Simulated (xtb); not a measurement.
# Energy and gradient calculation of HfNH3OF2

The run: energy and gradient calculation of HfNH3OF2. Method and program: GFN2-xTB (xtb 6.7.1).

The geometry comes from this level: GFN2-xTB.

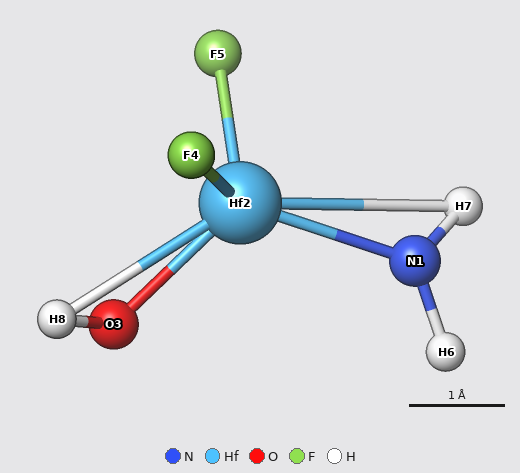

*The structure (ball-and-stick view, seen at a tilt; atoms are numbered from 1 in the order of the input). Sticks mark near contacts.*

## Summary

| quantity | value |
| --- | --- |
| outcome | converged |
| electrons treated | 32 |
| total energy | −19.673723 hartree |
| dispersion energy | −0.003007 hartree |
| basis functions | 29 |
| largest force | 0.024 eV/Å |
| HOMO | −10.84 eV |
| LUMO | −7.40 eV |
| dipole moment | 2.76 D |
| hardware | 1 thread of Intel Xeon @ 2.50GHz (Skylake/Cascade Lake), 16 GiB of memory available, shared host |
| peak memory | 0.069 GiB |

## The input (input.xyz)
```
8
start
N     -0.87742     0.18554    -1.33403
Hf     0.29917     0.22178     0.27859
O      0.28329    -1.33820     1.29378
F      2.17257     0.37657     0.20520
F     -0.21131     1.76676     1.18868
H     -1.29882    -0.62957    -1.77894
H     -1.55810     0.94518    -1.41729
H      1.19062    -1.52806     1.56402
```

## File xtb.inp
```
$chrg 0
$spin 0
$end
```

Launched with:
```bash
xtb --json --input xtb.inp --grad --gfn 2 -- input.xyz > out.txt
```

## Output
```
* xtb version 6.7.1
   ID    Z sym.   atoms
    1    7 N      1
    2   72 Hf     2
    3    8 O      3
    4    9 F      4, 5
    5    1 H      6-8

           -------------------------------------------------
          |                Calculation Setup                |
           -------------------------------------------------

          program call               : xtb --json --input xtb.inp --grad --gfn 2 -- input.xyz
          coordinate file            : input.xyz
          omp threads                :                     1

           -------------------------------------------------
          |                 G F N 2 - x T B                 |
           -------------------------------------------------

      * Hamiltonian:
        H0-scaling (s, p, d)           1.850000    2.230000    2.230000
        zeta-weighting                 0.500000
      * Dispersion:
        s8                             2.700000
        a1                             0.520000
        a2                             5.000000
        s9                             5.000000
      * Repulsion:
        kExp                           1.500000    1.000000
        rExp                           1.000000
      * Coulomb:
        alpha                          2.000000
        third order                    shell-resolved
        anisotropic                    true
        a3                             3.000000
        a5                             4.000000
        cn-shift                       1.200000
        cn-exp                         4.000000
        max-rad                        5.000000

          ...................................................
          :                      SETUP                      :
          :.................................................:
          :  # basis functions                  29          :
          :  # atomic orbitals                  28          :
          :  # shells                           14          :
          :  # electrons                        32          :
          :  max. iterations                   250          :
          :  Hamiltonian                  GFN2-xTB          :
          :  restarted?                      false          :
          :  GBSA solvation                  false          :
          :  PC potential                    false          :
          :  electronic temp.          300.0000000     K    :
          :  accuracy                    1.0000000          :
          :  -> integral cutoff          0.2500000E+02      :
          :  -> integral neglect         0.1000000E-07      :
          :  -> SCF convergence          0.1000000E-05 Eh   :
          :  -> wf. convergence          0.1000000E-03 e    :
          :  Broyden damping             0.4000000          :
          :  net charge                          0          :
          :  unpaired electrons                  0          :
          ...................................................

 iter      E             dE          RMSdq      gap      omega  full diag
   1     -6.7817295 -0.678173E+01  0.322E+01    0.24       0.0  T
   2    -16.4303549 -0.964863E+01  0.228E+01   10.42       1.0  T
   3    -18.0353193 -0.160496E+01  0.152E+01    9.00       1.0  T
   4    -19.1494795 -0.111416E+01  0.105E+01    5.66       1.0  T
   5    -18.9070576  0.242422E+00  0.107E+01    7.01       1.0  T
   6    -19.7241469 -0.817089E+00  0.447E+00    3.11       1.0  T
   7    -19.7205139  0.363291E-02  0.445E+00    3.11       1.0  T
   8    -19.7160530  0.446092E-02  0.337E+00    2.24       1.0  T
   9    -19.7467580 -0.307050E-01  0.116E+00    2.91       1.0  T
  10    -19.7520036 -0.524554E-02  0.612E-01    3.32       1.0  T
  11    -19.7449498  0.705377E-02  0.111E+00    2.94       1.0  T
  12    -19.7219956  0.229543E-01  0.242E+00    2.59       1.0  T
  13    -19.7490559 -0.270604E-01  0.709E-01    3.18       1.0  T
  14    -19.7521631 -0.310719E-02  0.129E-01    3.47       1.0  T
  15    -19.7520752  0.879479E-04  0.165E-01    3.49       1.0  T
  16    -19.7521611 -0.859459E-04  0.574E-02    3.45       1.0  T
  17    -19.7521760 -0.149063E-04  0.726E-03    3.44       4.9  T
  18    -19.7521759  0.145079E-06  0.647E-03    3.44       5.5  T
  19    -19.7521761 -0.245127E-06  0.168E-03    3.43      21.1  T
  20    -19.7521761 -0.174900E-07  0.630E-04    3.43      56.1  T
  21    -19.7521761  0.373827E-09  0.494E-04    3.43      71.6  T

   *** convergence criteria satisfied after 21 iterations ***

         #    Occupation            Energy/Eh            Energy/eV
      -------------------------------------------------------------
         1        2.0000           -0.8539601             -23.2374
       ...           ...                  ...                  ...
        10        2.0000           -0.4909718             -13.3600
        11        2.0000           -0.4885314             -13.2936
        12        2.0000           -0.4878792             -13.2759
        13        2.0000           -0.4697226             -12.7818
        14        2.0000           -0.4596653             -12.5081
        15        2.0000           -0.4493912             -12.2286
        16        2.0000           -0.3981861             -10.8352 (HOMO)
        17                         -0.2719844              -7.4011 (LUMO)
        18                         -0.2649877              -7.2107
        19                         -0.2450023              -6.6669
        20                         -0.2323347              -6.3221
        21                         -0.2167219              -5.8973
       ...                                ...                  ...
        28                          0.6797246              18.4962
      -------------------------------------------------------------
                  HL-Gap            0.1262017 Eh            3.4341 eV
             Fermi-level           -0.3350852 Eh           -9.1181 eV

 SCC (total)                   0 d,  0 h,  0 min,  0.008 sec
 SCC setup                      ...        0 min,  0.000 sec (  0.913%)
 Dispersion                     ...        0 min,  0.000 sec (  0.368%)
 classical contributions        ...        0 min,  0.000 sec (  0.178%)
 integral evaluation            ...        0 min,  0.001 sec ( 11.593%)
 iterations                     ...        0 min,  0.005 sec ( 63.420%)
 molecular gradient             ...        0 min,  0.002 sec ( 22.315%)
 printout                       ...        0 min,  0.000 sec (  1.064%)

         :::::::::::::::::::::::::::::::::::::::::::::::::::::
         ::                     SUMMARY                     ::
         :::::::::::::::::::::::::::::::::::::::::::::::::::::
         :: total energy             -19.673723345044 Eh    ::
         :: gradient norm              0.000817706750 Eh/a0 ::
         :: HOMO-LUMO gap              3.434122280665 eV    ::
         ::.................................................::
         :: SCC energy               -19.752172364356 Eh    ::
         :: -> isotropic ES            0.057931806338 Eh    ::
         :: -> anisotropic ES         -0.002837849322 Eh    ::
         :: -> anisotropic XC         -0.000801248100 Eh    ::
         :: -> dispersion             -0.003007388838 Eh    ::
         :: repulsion energy           0.078449019312 Eh    ::
         :: add. restraining           0.000000000000 Eh    ::
         :: total charge              -0.000000000000 e     ::
         :::::::::::::::::::::::::::::::::::::::::::::::::::::

           -------------------------------------------------
          |                Property Printout                |
           -------------------------------------------------

    * Orbital Energies and Occupations

         #    Occupation            Energy/Eh            Energy/eV
      -------------------------------------------------------------
         1        2.0000           -0.8539601             -23.2374
       ...           ...                  ...                  ...
         4        2.0000           -0.6580209             -17.9057
         5        2.0000           -0.5690699             -15.4852
         6        2.0000           -0.5358327             -14.5808
         7        2.0000           -0.5257172             -14.3055
         8        2.0000           -0.5012733             -13.6403
         9        2.0000           -0.4945382             -13.4571
        10        2.0000           -0.4909718             -13.3600
        11        2.0000           -0.4885314             -13.2936
        12        2.0000           -0.4878792             -13.2759
        13        2.0000           -0.4697226             -12.7818
        14        2.0000           -0.4596653             -12.5081
        15        2.0000           -0.4493912             -12.2286
        16        2.0000           -0.3981861             -10.8352 (HOMO)
        17                         -0.2719844              -7.4011 (LUMO)
        18                         -0.2649877              -7.2107
        19                         -0.2450023              -6.6669
        20                         -0.2323347              -6.3221
        21                         -0.2167219              -5.8973
        22                         -0.0452022              -1.2300
        23                          0.0248788               0.6770
        24                          0.1581792               4.3043
        25                          0.1782918               4.8516
        26                          0.2361507               6.4260
        27                          0.3329666               9.0605
        28                          0.6797246              18.4962
      -------------------------------------------------------------
                  HL-Gap            0.1262017 Eh            3.4341 eV
             Fermi-level           -0.3350852 Eh           -9.1181 eV

     #   Z          covCN         q      C6AA      α(0)
     1   7 N        2.465    -0.487    32.995     8.530
     2  72 Hf       3.047     1.177   129.375    24.485
     3   8 O        1.503    -0.591    25.074     6.753
     4   9 F        0.637    -0.420    13.814     4.386
     5   9 F        0.638    -0.411    13.695     4.367
     6   1 H        0.869     0.194     1.136     1.669
     7   1 H        0.897     0.197     1.115     1.652
     8   1 H        1.086     0.341     0.596     1.206

 Mol. C6AA /au·bohr⁶  :       1001.613770
 Mol. C8AA /au·bohr⁸  :      60582.260292
 Mol. α(0) /au        :         53.048446

Wiberg/Mayer (AO) data.
largest (>0.10) Wiberg bond orders for each atom

 ---------------------------------------------------------------------------
     #   Z sym  total        # sym  WBO       # sym  WBO       # sym  WBO
 ---------------------------------------------------------------------------
     1   7 N    3.075 --     2 Hf   1.033     6 H    0.905     7 H    0.897
     2  72 Hf   3.808 --     1 N    1.033     3 O    0.996     5 F    0.824
                             4 F    0.807
     3   8 O    2.063 --     2 Hf   0.996     8 H    0.837
     4   9 F    0.999 --     2 Hf   0.807
     5   9 F    1.014 --     2 Hf   0.824
     6   1 H    0.962 --     1 N    0.905
     7   1 H    0.961 --     1 N    0.897
     8   1 H    0.884 --     3 O    0.837
 ---------------------------------------------------------------------------

Topologies differ in total number of bonds
Writing topology from bond orders to xtbtopo.mol

molecular dipole:
                 x           y           z       tot (Debye)
 q only:       -0.696      -0.718      -0.857
   full:       -0.575      -0.615      -0.684       2.757
molecular quadrupole (traceless):
                xx          xy          yy          xz          yz          zz
 q only:       -0.413      -3.004      -1.915       3.996      -2.899       2.328
  q+dip:        0.455      -3.318      -2.616       5.948      -2.564       2.161
   full:        0.399      -3.434      -2.062       4.867      -2.555       1.663

           -------------------------------------------------
          | TOTAL ENERGY              -19.673723345044 Eh   |
          | GRADIENT NORM               0.000817706750 Eh/α |
          | HOMO-LUMO GAP               3.434122280665 eV   |
           -------------------------------------------------

------------------------------------------------------------------------
------------------------------------------------------------------------
 total:
 *  cpu-time:     0 d,  0 h,  0 min,  0.019 sec
 * ratio c/w:     1.000 speedup
 SCF:
 *  cpu-time:     0 d,  0 h,  0 min,  0.009 sec
 * ratio c/w:     1.000 speedup
```

## Standard error
```
normal termination of xtb
```

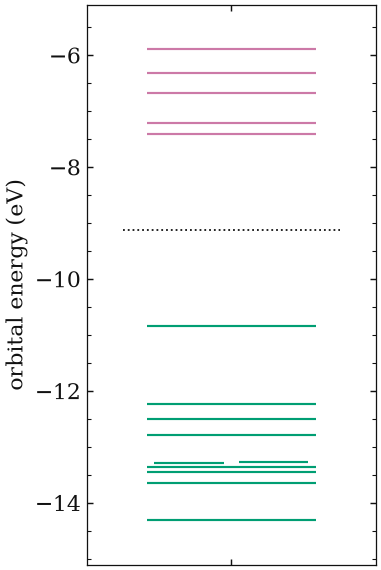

*Orbital energies near the frontier; the dotted line parts filled from empty levels, and levels within 0.02 eV of each other stand side by side.*

Highest filled −10.84 eV, lowest empty −7.40 eV, 3.44 eV apart.

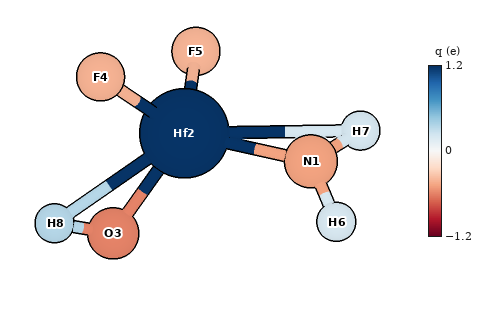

*Mulliken charges, as the colour of each atom (ball-and-stick view, seen at a tilt; atoms are numbered from 1 in the order of the input).*

By element: N −0.49, Hf +1.18, O −0.59, F −0.42 to −0.41 and H +0.19 to +0.34 e.
